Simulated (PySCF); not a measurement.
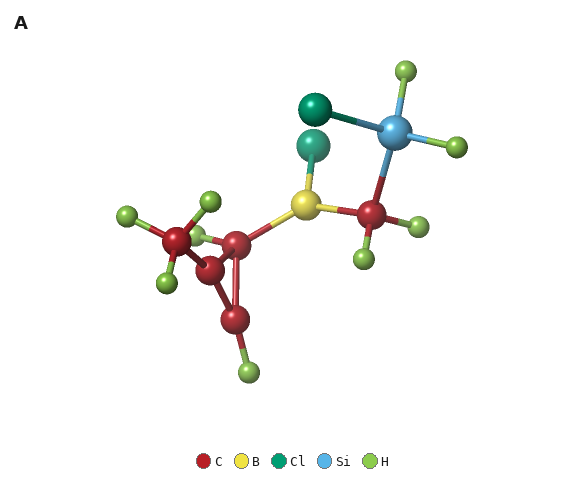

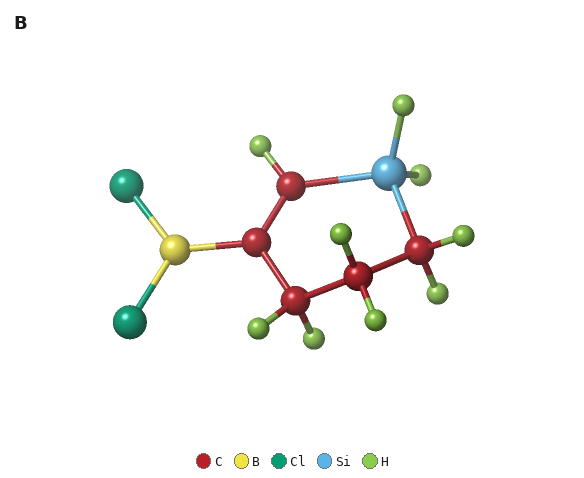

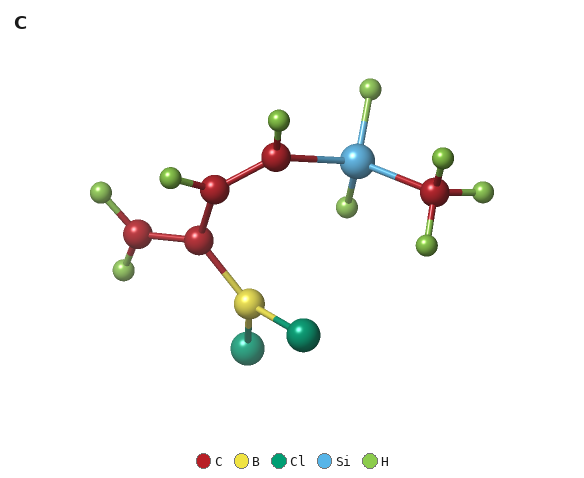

3 stationary structures of one formula. Geometries: GFN2-xTB. Electronic energies: PBE0/pcSseg-1 (PySCF 2.14.0), without zero-point energy. No frequency run is at hand to confirm each as a minimum. Each is one conformer, not always the lowest.

**How are they related?**

They are constitutional isomers of C5H9BCl2Si: A `CC1=C[C@@H]1B(Cl)C[SiH2]Cl`, B `ClB(Cl)C1=C[SiH2]CCC1`, C `C=C(/C=C\[SiH2]C)B(Cl)Cl`.

**Which structure is the most stable?**

B is lowest; C lies 91.6 kJ/mol above it, A lies 148.0 kJ/mol above it.

The geometry is semi-empirical. Around B, Si such bond lengths and angles can be off by a tenth of an ångström or more and by several degrees, and values that hang on the shape move with them.
